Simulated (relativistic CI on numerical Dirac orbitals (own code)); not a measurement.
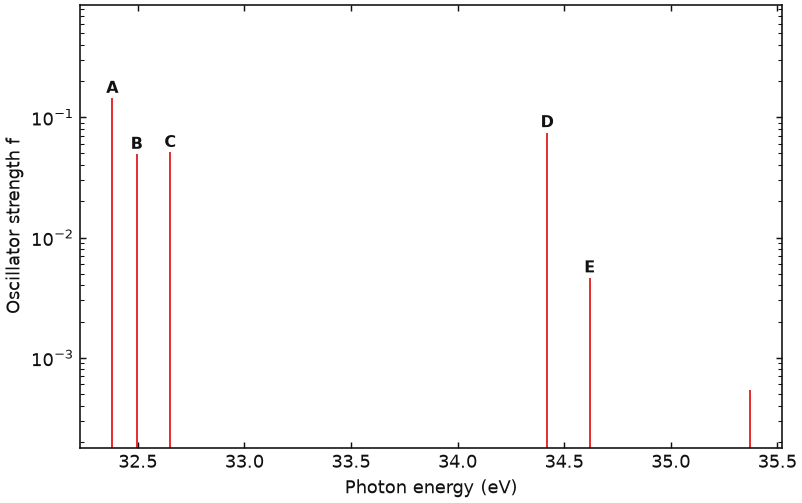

The plot shows absorption lines from the lowest level (oscillator strengths f) for Fe⁴⁺ (iron, Z = 26). Method of calculation: relativistic configuration interaction, KLI exchange-only orbitals, Breit term, model QED, valence Slater integrals scaled by 0.85, a P86 correlation estimate for each configuration (radial Dirac CI code).

**Give upper and lower level, position and strength of each lettered line.**

A: 3d³ 4p J = 1 (odd, mixed, level 73) ← 3d⁴ ⁵D₀, 32.38 eV, f = 0.14; B: 3d³ 4p ⁵D°₁ ← 3d⁴ ⁵D₀, 32.50 eV, f = 0.049; C: 3d³ 4p ³D°₁ ← 3d⁴ ⁵D₀, 32.65 eV, f = 0.051; D: 3d³ 4p ⁵P°₁ ← 3d⁴ ⁵D₀, 34.42 eV, f = 0.075; E: 3d³ 4p ⁵D°₁ ← 3d⁴ ⁵D₀, 34.62 eV, f = 0.0046. The strongest, A, lies in the extreme ultraviolet region.

Known limits: configurations can be misplaced by up to about 7 % of their energy; only a limited list of configurations is included, so lower levels can be missing; only lines among the lowest 200 of 2392 levels are drawn, so those from 3d³ 4d are incomplete.
